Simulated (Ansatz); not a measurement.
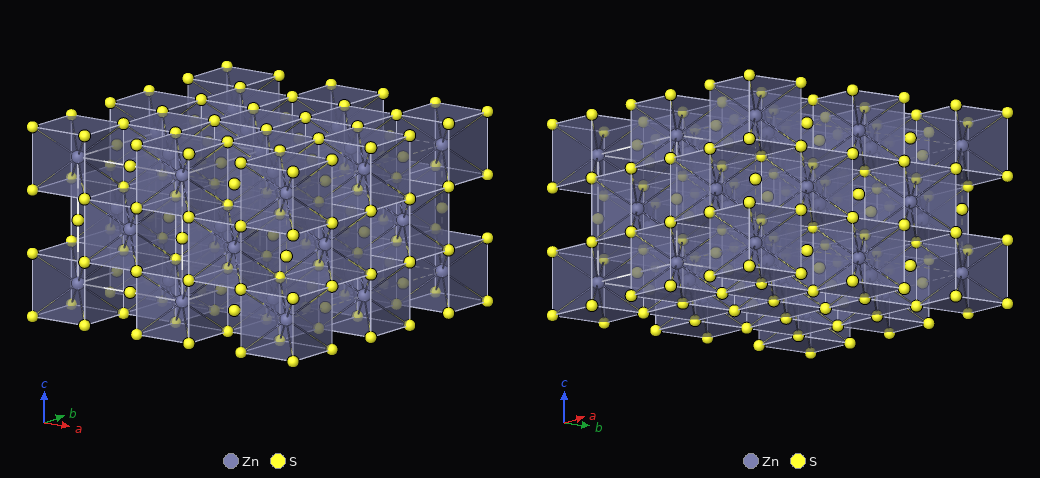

Polyhedra are drawn about Zn (bonds: S–Zn below 3 Å); other atoms are plain spheres. Two views of the same piece.

ZnS₃ (space group Fm-3m, No. 225): the end point of a relaxation with DFT PBE, scalar-relativistic, plane waves, PAW (Ansatz 0.2.0); the starting structure was generated, so it need not be a known form of this composition.

> What figure surrounds each Zn atom, and what does it share with the other drawn polyhedra?

Zn: ZnS8 cube, sharing edges with twelve neighbours.

> How do these polyhedra hang together as a whole?

They form a three-dimensional framework of edge-sharing cubes.

> How far apart are the centres of linked polyhedra?

Centre to centre across a shared edge: 4.50 Å.
